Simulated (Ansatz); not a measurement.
```xyz
12

Si   -0.6851   -0.7615   -0.6478
C     1.4742    1.6414    1.4137
H     0.4969   -0.2926   -1.4154
H    -1.4922    0.3908   -0.1710
N    -1.6690   -1.6921   -1.7088
H     1.2203    0.6032    1.6271
H    -0.1743   -1.4761    0.5610
H     1.1842    2.2656    2.2585
H     0.9448    1.9721    0.5207
H     2.5482    1.7249    1.2499
H    -1.2500   -2.4195   -2.2656
H    -2.5979   -1.9561   -1.4223
```

The product side of a reaction path; geometry: PBE0-D4/def2-TZVP; a saddle point, not a minimum.

Method: RKS PBE0-D4/def2-TZVPP in Ansatz 0.2.0.

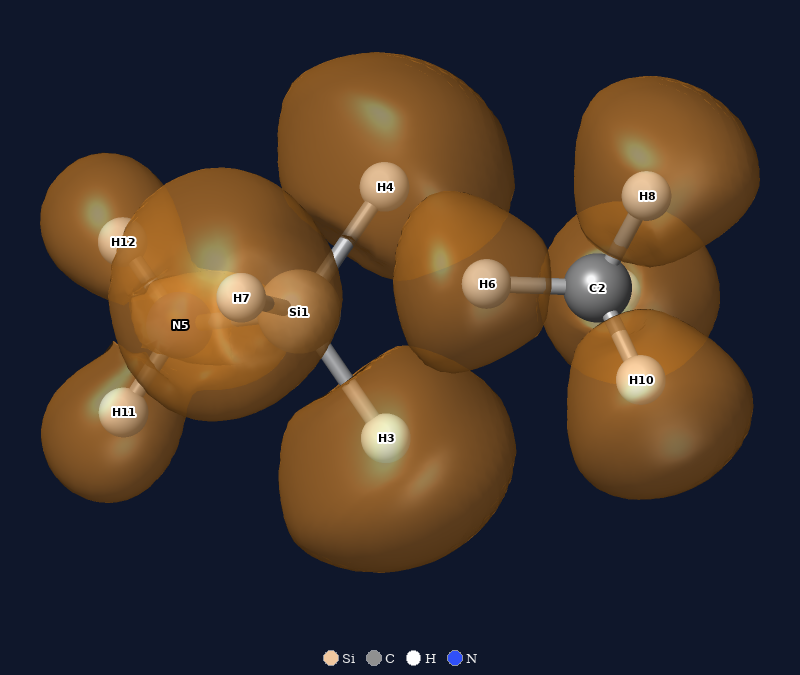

H₅NSi···CH₄. Isosurface of the ELF at 0.8 (orange), seen at an oblique angle. Core shells and regions of very low density are left out.

### What do the ELF domains correspond to?

The surface consists of seven regions around hydrogen nuclei and one joined region spread over several atoms (H, N), in which their bonds and any lone pairs are merged.

Values along the shortest contacts:
Si1···H6 (3.27 Å): the ELF dips to about 0 between them; a weak contact between the two molecules. Si–N (1.72 Å): the ELF peaks at about 0.90 between the atoms (a shared but strongly polarised pair).
